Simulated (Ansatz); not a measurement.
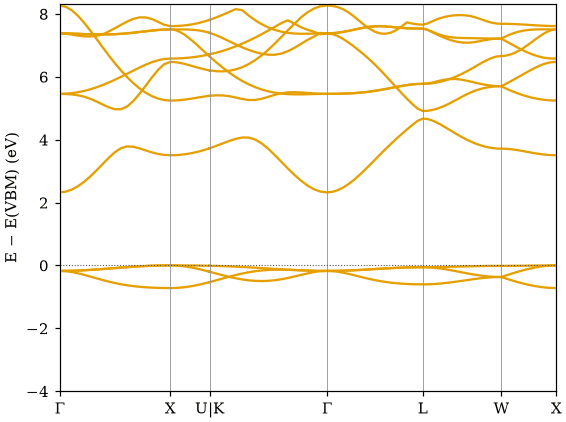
*Band structure from PBE in the plane-wave PAW code Ansatz*

**Question.** Read off the gap and where the band edges lie.

**Answer.** About 2.3 eV (2.32 eV by a search for the band edges); maximum at X, minimum at Γ.

The material is K₂S (anti-fluorite, space group No. 225).

Space group Fm-3m (anti-fluorite). The cell was relaxed with PBE under the symmetry of its start; phonons on a q-mesh show no instability.

Potentials: the later of the program's two PAW sets.
